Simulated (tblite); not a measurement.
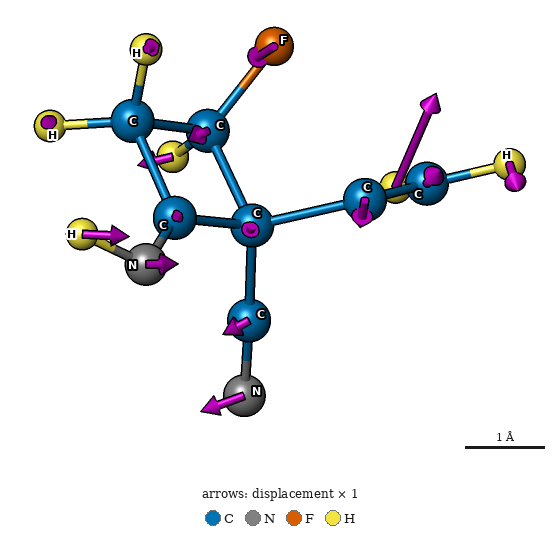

This is a relaxation of C7H6FN2 (multiplicity 2). The starting structure is drawn; purple arrows show the displacements, at their true length. The two geometries are superimposed by the best rigid fit.

A ball-and-stick model, seen at a tilt.

Level of theory: GFN2-xTB geometry optimisation, gas phase (tblite 0.8.0). 

> Atoms of which element are displaced furthest, and by how much?

Hydrogen: up to 1.61 Å, against 0.77 Å for fluorine.

> Describe the change and its energy.

An H atom moves most after the best rigid fit: 1.61 Å. By element the largest moves are H 1.61 Å, F 0.77 Å, N 0.61 Å, C 0.58 Å. Near-neighbour distances that change, for instance: C–C 1.518 → 1.591 Å, C–C 1.522 → 1.448 Å, C–C 1.348 → 1.291 Å, C–C 1.481 → 1.531 Å. Among the angles between lasting bonds that change: C–C–C 112.6° → 143.4°, C–C–N 141.5° → 128.2°, F–C–H 118.9° → 107.3°. Groups turn about C–C by about 65°. The energy falls by 108.8 kJ/mol in 155 geometry steps. Cost: 0.71 s on 1 thread of AMD EPYC 9R45 96-Core Processor, with other jobs on the host.
